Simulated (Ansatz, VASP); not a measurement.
**W (Tungsten): VASP beside Ansatz**

Wanted: the spread between two codes on one cell, functional and k mesh.

Method: plane waves, with VASP 6.6.1 beside it; relaxation of cell and atoms at r2SCAN with rVV10, in Ansatz 0.2.0.

**1. Starting point**

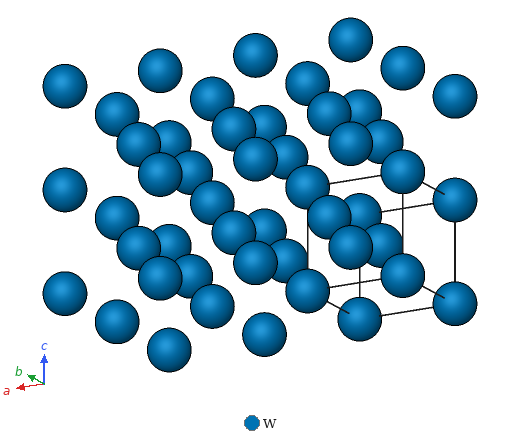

Start, viewed from a free direction; tungsten blue. 3×2×2 cells are drawn. This picture shows the conventional cell, with its axes. Some periodic images of atoms are drawn too.

As a file:

```cif
data_structure
_symmetry_space_group_name_H-M 'Im-3m'
_symmetry_Int_Tables_number 229
_cell_length_a 3.1647
_cell_length_b 3.1647
_cell_length_c 3.1647
_cell_angle_alpha 90.000
_cell_angle_beta 90.000
_cell_angle_gamma 90.000
_cell_volume 31.70
loop_
_atom_site_label
_atom_site_type_symbol
_atom_site_symmetry_multiplicity
_atom_site_Wyckoff_symbol
_atom_site_fract_x
_atom_site_fract_y
_atom_site_fract_z
_atom_site_occupancy
W1 W 2 a 0.00000 0.00000 0.00000 1
```

**2. VASP: relaxation of cell and atoms, r2SCAN with rVV10**

The relaxed volume is the usual yardstick between codes: its relative difference is about their pressure difference at one cell divided by the bulk modulus.

Lines of VASP's logs that name or quote its potential files are left out, and so is its time.

The input, INCAR:

```
SYSTEM = W
PREC = Accurate
ENCUT = 450
EDIFF = 1E-06
NELM = 100
ISMEAR = 1
SIGMA = 0.1
LREAL = .FALSE.
ALGO = Normal
METAGGA = R2SCAN
LUSE_VDW = .TRUE.
IVDW_NL = 2
BPARAM = 11.95
CPARAM = 0.0093
LASPH = .TRUE.
NBANDS = 9
LORBIT = 11
LWAVE = .FALSE.
LCHARG = .FALSE.
KPAR = 2
IBRION = 2
NSW = 50
ISIF = 3
EDIFFG = -0.01
```

The input, POSCAR:

```
W
1.0
   -1.5823450000      1.5823450000      1.5823450000
    1.5823450000     -1.5823450000      1.5823450000
    1.5823450000      1.5823450000     -1.5823450000
W
1
Direct
    0.0000000000      0.0000000000      0.0000000000
```

The input, KPOINTS:

```
Automatic mesh
0
Gamma
12 12 12
0 0 0
```

Potentials, in the order of the species: W (PBE family, release 64).

The run is started by

```console
> mpirun -np 2 vasp_std
```

Numbers of over 12 decimals in the logs are rounded to 6 here.

What it wrote:

```text
[banner, memory and clock lines left out]
running    2 mpi-ranks, on    1 nodes
 distrk:  each k-point on    1 cores,    2 groups
 distr:  one band on    1 cores,    1 groups

 POSCAR found type information on POSCAR W
 POSCAR found :  1 types and       1 ions
|                                                                             |
|               ----> ADVICE to this user running VASP <----                  |
|                                                                             |
|     You have switched on vdW-DFT.                                           |
|     This routine was written and supplied by Jiri Klimes. We recommend      |
|     that you carefully read and cite the following publications:            |
|       J. Klimes, D.R. Bowler, A. Michelides                                 |
|          J. Phys.: Cond Matt. 22 022201 (2010)                              |
|       J. Klimes, D.R. Bowler, A. Michelides                                 |
|          Phys. Rev. B. 83, 195131 (2011)                                    |
|     and references therein.                                                 |
|                                                                             |

|                                                                             |
|               ----> ADVICE to this user running VASP <----                  |
|                                                                             |
|     You enforced a specific xc type in the INCAR file but a different       |
|     [... a line on the potential file left out ...]
|     I HOPE YOU KNOW WHAT YOU ARE DOING!                                     |
|                                                                             |

 LDA part: xc-table for (None), standard interpolation
 POSCAR, INCAR and KPOINTS ok, starting setup
 FFT: planning ... GRIDC
 FFT: planning ... GRID_SOFT
 FFT: planning ... GRID
 WAVECAR not read
 entering main loop
       N       E                     dE             d eps       ncg     rms          rms(c)
Total rVV10 correction in eV:      0.1143732    10.6728128
Total rVV10 correction in eV:      0.1143732    10.6728128
DAV:   1    -0.304497893268E+02   -0.30450E+02   -0.28646E+03  1312   0.532E+02
DAV:   2    -0.509568862553E+02   -0.20507E+02   -0.19760E+02  1509   0.130E+02
DAV:   3    -0.513856648208E+02   -0.42878E+00   -0.42798E+00  1542   0.150E+01
DAV:   4    -0.513866458421E+02   -0.98102E-03   -0.98096E-03  1518   0.779E-01
DAV:   5    -0.513866484269E+02   -0.25849E-05   -0.25859E-05  1454   0.358E-02    0.180E+01
Total rVV10 correction in eV:      0.1020588    10.6728129
Total rVV10 correction in eV:      0.1020588    10.6728129
DAV:   6    -0.514942684812E+02   -0.10762E+00   -0.12077E-01  1475   0.238E+00    0.106E+01
Total rVV10 correction in eV:      0.0871043    10.6728129
Total rVV10 correction in eV:      0.0871043    10.6728129
DAV:   7    -0.513862632296E+02    0.10801E+00   -0.46205E-01  1562   0.446E+00    0.181E+00
Total rVV10 correction in eV:      0.0875795    10.6728129
Total rVV10 correction in eV:      0.0875795    10.6728129
DAV:   8    -0.513850617646E+02    0.12015E-02   -0.39729E-03  1409   0.587E-01    0.121E+00
Total rVV10 correction in eV:      0.0883050    10.6728129
Total rVV10 correction in eV:      0.0883050    10.6728129
DAV:   9    -0.513851314015E+02   -0.69637E-04   -0.25445E-03  1390   0.321E-01    0.498E-01
Total rVV10 correction in eV:      0.0886630    10.6728129
Total rVV10 correction in eV:      0.0886630    10.6728129
DAV:  10    -0.513854368296E+02   -0.30543E-03   -0.77068E-04  1436   0.165E-01    0.134E-01
Total rVV10 correction in eV:      0.0887216    10.6728129
Total rVV10 correction in eV:      0.0887216    10.6728129
DAV:  11    -0.513853924055E+02    0.44424E-04   -0.12759E-05  1372   0.275E-02    0.548E-02
Total rVV10 correction in eV:      0.0887137    10.6728129
Total rVV10 correction in eV:      0.0887137    10.6728129
DAV:  12    -0.513853912960E+02    0.11095E-05   -0.60340E-07  1031   0.649E-03    0.526E-02
Total rVV10 correction in eV:      0.0887376    10.6728129
Total rVV10 correction in eV:      0.0887376    10.6728129
DAV:  13    -0.513853888988E+02    0.23972E-05   -0.20393E-06   810   0.791E-03    0.235E-03
Total rVV10 correction in eV:      0.0887389    10.6728129
Total rVV10 correction in eV:      0.0887389    10.6728129
DAV:  14    -0.513853888518E+02    0.47046E-07   -0.10244E-07   674   0.361E-03
Total rVV10 correction in eV:      0.0887431    10.6728129
Total rVV10 correction in eV:      0.0887431    10.6728129
Total rVV10 correction in eV:      0.0887413    10.6728129
Total rVV10 correction in eV:      0.0887413    10.6728129
   1 F= -.51385389E+02 E0= -.51385352E+02  d E =-.513854E+02
 curvature:   0.00 expect dE= 0.000E+00 dE for cont linesearch  0.000E+00
 trial: gam= 0.00000 g(F)=  0.257E-64 g(S)=  0.154E-01 ort = 0.000E+00 (trialstep = 0.100E+01)
 search vector abs. value=  0.154E-01
 bond charge predicted
       N       E                     dE             d eps       ncg     rms          rms(c)
Total rVV10 correction in eV:      0.0861151    10.6728129
Total rVV10 correction in eV:      0.0861151    10.6728129
DAV:   1    -0.513683760802E+02    0.17013E-01   -0.72757E-01  1299   0.654E+00    0.249E+00
Total rVV10 correction in eV:      0.0849662    10.6728128
Total rVV10 correction in eV:      0.0849662    10.6728128
DAV:   2    -0.513663670154E+02    0.20091E-02   -0.59552E-03  1505   0.572E-01    0.127E+00
Total rVV10 correction in eV:      0.0838592    10.6728128
Total rVV10 correction in eV:      0.0838592    10.6728128
DAV:   3    -0.513640993438E+02    0.22677E-02   -0.56031E-03  1790   0.441E-01    0.655E-02
Total rVV10 correction in eV:      0.0838373    10.6728128
Total rVV10 correction in eV:      0.0838373    10.6728128
DAV:   4    -0.513640836854E+02    0.15658E-04   -0.30746E-05  1354   0.502E-02    0.798E-02
Total rVV10 correction in eV:      0.0841686    10.6728128
Total rVV10 correction in eV:      0.0841686    10.6728128
DAV:   5    -0.513641739680E+02   -0.90283E-04   -0.21188E-04  1488   0.984E-02    0.135E-01
Total rVV10 correction in eV:      0.0840991    10.6728128
Total rVV10 correction in eV:      0.0840991    10.6728128
DAV:   6    -0.513641627372E+02    0.11231E-04   -0.15816E-05  1614   0.261E-02    0.609E-02
Total rVV10 correction in eV:      0.0840705    10.6728128
Total rVV10 correction in eV:      0.0840705    10.6728128
DAV:   7    -0.513641636363E+02   -0.89909E-06   -0.19763E-06  1251   0.997E-03
Total rVV10 correction in eV:      0.0840397    10.6728128
Total rVV10 correction in eV:      0.0840397    10.6728128
Total rVV10 correction in eV:      0.0840547    10.6728128
Total rVV10 correction in eV:      0.0840547    10.6728128
   2 F= -.51364164E+02 E0= -.51363790E+02  d E =0.212252E-01
 trial-energy change:    0.021225  1 .order    0.021448   -0.015383    0.058278
 step:   0.2119(harm=  0.2088)  dis= 0.00000  next Energy=   -51.387020 (dE=-0.163E-02)
 bond charge predicted
       N       E                     dE             d eps       ncg     rms          rms(c)
Total rVV10 correction in eV:      0.0861157    10.6728128
Total rVV10 correction in eV:      0.0861157    10.6728128
DAV:   1    -0.513887581891E+02   -0.24595E-01   -0.43899E-01  1298   0.492E+00    0.197E+00
Total rVV10 correction in eV:      0.0870212    10.6728129
Total rVV10 correction in eV:      0.0870212    10.6728129
DAV:   2    -0.513882873574E+02    0.47083E-03   -0.44076E-03  1535   0.503E-01    0.986E-01
Total rVV10 correction in eV:      0.0878155    10.6728129
Total rVV10 correction in eV:      0.0878155    10.6728129
DAV:   3    -0.513870250705E+02    0.12623E-02   -0.30371E-03  1785   0.318E-01    0.903E-02
Total rVV10 correction in eV:      0.0877688    10.6728129
Total rVV10 correction in eV:      0.0877688    10.6728129
DAV:   4    -0.513870725574E+02   -0.47487E-04   -0.48438E-05  1495   0.440E-02    0.129E-02
Total rVV10 correction in eV:      0.0877165    10.6728129
Total rVV10 correction in eV:      0.0877165    10.6728129
DAV:   5    -0.513870784553E+02   -0.58979E-05   -0.61480E-06  1567   0.178E-02    0.305E-03
Total rVV10 correction in eV:      0.0877102    10.6728129
Total rVV10 correction in eV:      0.0877102    10.6728129
DAV:   6    -0.513870789143E+02   -0.45894E-06   -0.29198E-07   672   0.277E-03
Total rVV10 correction in eV:      0.0877172    10.6728129
Total rVV10 correction in eV:      0.0877172    10.6728129
Total rVV10 correction in eV:      0.0877158    10.6728129
Total rVV10 correction in eV:      0.0877158    10.6728129
   3 F= -.51387079E+02 E0= -.51386956E+02  d E =-.169006E-02
 curvature:  -0.10 expect dE=-0.197E-06 dE for cont linesearch -0.197E-06
 trial: gam=-0.01096 g(F)=  0.293E-63 g(S)=  0.189E-05 ort = 0.170E-03 (trialstep = 0.842E+00)
 search vector abs. value=  0.332E-09
 reached required accuracy - stopping structural energy minimisation
```

OUTCAR, selected parts (step 2):

```text
ion  position               nearest neighbor table
   1  0.000  0.000  0.000-

  LATTYP: Found a body centered cubic cell.
 ALAT       =     3.1646900000

 Subroutine GETGRP returns: Found 48 space group operations
 (whereof 48 operations were pure point group operations)

The static configuration has the point symmetry O_h .

 Found     72 irreducible k-points:

   k-points           NKPTS =     72   k-points in BZ     NKDIM =     72   number of bands    NBANDS=      9

   dimension x,y,z NGX =    20 NGY =   20 NGZ =   20
   dimension x,y,z NGXF=    40 NGYF=   40 NGZF=   40

   ENCUT  =  450.0 eV  33.07 Ry    5.75 a.u.   4.74  4.74  4.74*2*pi/ulx,y,z

   NELECT =       6.0000    total number of electrons

 k-points in reciprocal lattice and weights: Automatic mesh
   0.00000000  0.00000000  0.00000000       0.001
   0.08333333  0.00000000  0.00000000       0.007
   0.16666667  0.00000000  0.00000000       0.007
   0.25000000  0.00000000  0.00000000       0.007
   0.33333333  0.00000000  0.00000000       0.007
   0.41666667  0.00000000  0.00000000       0.007
   0.50000000  0.00000000  0.00000000       0.003
   0.08333333  0.08333333  0.00000000       0.014
   0.16666667  0.08333333  0.00000000       0.028
[...]
0.50000000  0.50000000  0.41666667       0.007
   0.50000000  0.50000000  0.50000000       0.001

 average (electrostatic) potential at core
       1 -43.5178

 E-fermi :   7.6064

 k-point     1 :       0.0000    0.0000    0.0000
  band No.  band energies     occupation
      1      -2.4118      2.00000
      2       6.4232      2.00000
      3       6.4232      2.00000
      4       6.4232      2.00000
      5      10.2879      0.00000
      6      10.2879      0.00000
      7      23.7353      0.00000
      8      23.7353      0.00000
      9      23.7353      0.00000

 k-point     2 :       0.0833    0.0000    0.0000
  band No.  band energies     occupation
      1      -2.0680      2.00000
      2       6.2117      2.00000
      3       6.3687      2.00000
      4       6.7652      2.00000
      5       9.9686      0.00000
      6      10.2915      0.00000
      7      24.0200      0.00000
      8      24.3361      0.00000
      9      24.5453      0.00000

 k-point     3 :       0.1667    0.0000    0.0000
  band No.  band energies     occupation
      1      -1.1211      2.00000
      2       5.6790      2.00000
      3       6.1094      2.00000
      4       7.7652     -0.04717
      5       9.5308     -0.00000
      6      10.3361      0.00000
      7      24.4596      0.00000
      8      26.0241      0.00000
    ...

  Total       -0.0036132     -0.0036132     -0.0036132      0.0000000     -0.0000000     -0.0000000
  in kB       -0.3689714     -0.3689714     -0.3689714      0.0000000     -0.0000000     -0.0000000
  external PRESSURE =      -0.3689714 kB  Pullay stress =       0.0000000 kB

  energy-cutoff  :      450.00
  volume of cell :       15.69
      direct lattice vectors                 reciprocal lattice vectors
    -1.577072508  1.577072508  1.577072508     0.000000000  0.317043127  0.317043127
     1.577072508 -1.577072508  1.577072508     0.317043127  0.000000000  0.317043127
     1.577072508  1.577072508 -1.577072508     0.317043127  0.317043127  0.000000000

 POSITION                                       TOTAL-FORCE (eV/Angst)
 -----------------------------------------------------------------------------------
      0.00000      0.00000     -0.00000        -0.000000      0.000000     -0.000000
 -----------------------------------------------------------------------------------
    total drift:                                0.000000      0.000000      0.000000

  FREE ENERGIE OF THE ION-ELECTRON SYSTEM (eV)
  ---------------------------------------------------
  free  energy   TOTEN  =       -51.3870789143 eV

  energy  without entropy=      -51.3867099049  energy(sigma->0) =      -51.38695591

 reached required accuracy - stopping structural energy minimisation

 total charge
# of ion       s       p       d       tot
------------------------------------------
    1        0.660   0.760   4.170   5.590

[... 3 further parts left out ...]
```

(Continued in part 2 of 2.)

[Lines on the potential files, build, host, timing and source positions are cut from VASP's logs without a mark.]

[Logs are printed without paths, hosts, clocks, repeated set-up lines and the standing remarks that a program may print on its own settings, such as how far it seeks lower states.]

[Hosts, paths, dates, database ids (printed as entryN), source tags and the programs' standing remarks are cut or masked in the printed files.]
